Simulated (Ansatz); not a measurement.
Be$_{2}$C (antifluorite type, space group Fm-3m)

```xyz
3
Lattice="0.0000 2.1642 2.1642 2.1642 0.0000 2.1642 2.1642 2.1642 0.0000" Properties=species:S:1:pos:R:3 pbc="T T T"
Be     3.2463     3.2463     3.2463
Be     1.0821     1.0821     1.0821
C      0.0000     0.0000     0.0000
```

This relaxed cell (volume V₀) is scaled evenly in all directions, its shape held. Symmetry pins the atoms to their sites.

Computed with PBE (plane waves to 420 eV, PAW, scalar-relativistic; Ansatz, a first-principles code). k mesh 13×13×13 (Γ-centred), Fermi-Dirac smearing 0.05 eV. E stands for the smeared free energy. Compression counts positive. Be2C was relaxed with its symmetry unable to fall. ΔE is measured from the relaxed starting cell.

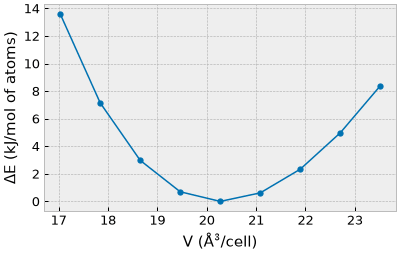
Fig. 1. ΔE (kJ/mol of atoms) against V (Å³/cell); one marker a computed point.

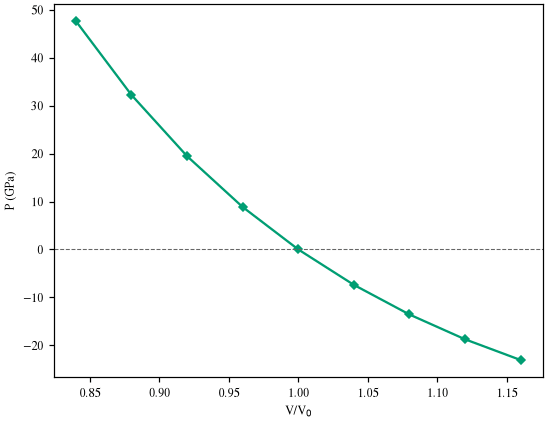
Figure. P (GPa) against V/V₀; computed points joined by lines.

The pressure at the smallest volume comes out as 47.6 GPa, the pressure derivative B₀′ (fit) comes out as 3.5 and the equilibrium volume of the fit comes out as 6.76 Å³/atom. The energy cost of the largest expansion is 87.0 meV/atom. The pressure for 5 % compression (fit) is 11.3 GPa.

P = (3B₀/2)(x⁷ − x⁵)[1 + ¾(B₀′ − 4)(x² − 1)] with x = (1/0.95)^(1/3), B₀ = 202 GPa and B₀′ = 3.50.

(A scan under strain: stresses follow from slopes of the energy per volume, elastic moduli from its curvatures.)
